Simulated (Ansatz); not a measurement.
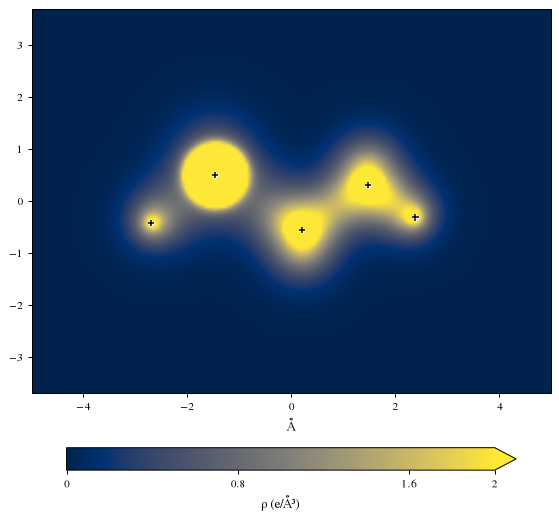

The total electron density on a plane through atoms (crosses mark nuclei in the plane).

All numbers below come from isolated molecule in a Gaussian basis; Kohn-Sham density functional theory, functional PBE0 (Ansatz 0.2.0).

Candidates:
A. C$_{2}$H$_{8}$Ge (SMILES C[CH2][GeH3])
B. HNOS (SMILES N=S=O)
C. C$_{2}$H$_{5}$AlBr (SMILES [CH2][Al]([CH3])[Br]) (doublet)

**Which candidate gave the map?**

Candidate A: C$_{2}$H$_{8}$Ge on the plane of atoms C1, C2 and Ge3, which holds C, Ge and H. C–C (1.53 Å): ρ is about 1.6 e/Å³ halfway. C–Ge (1.97 Å): ρ is about 0.85 e/Å³ halfway.
